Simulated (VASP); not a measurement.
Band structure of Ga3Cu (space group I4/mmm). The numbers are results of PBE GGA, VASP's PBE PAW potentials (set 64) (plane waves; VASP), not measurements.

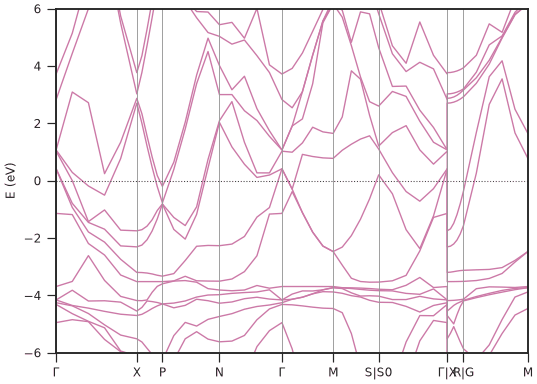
Figure. Bands along high-symmetry lines, zero at the valence-band maximum or, without a gap, the Fermi level

Problem. Read the plot: is there a gap, and where are the band edges?

Solution. It has no gap at this level: it comes out as a metal or semimetal.

The structure was generated: Ga3Cu was put into an ordered model structure, which need not be its known phase. The cell was not relaxed at this level. The k-mesh is coarse (spacing up to 0.35 per Å, 2π included), so the numbers may not be converged in it.
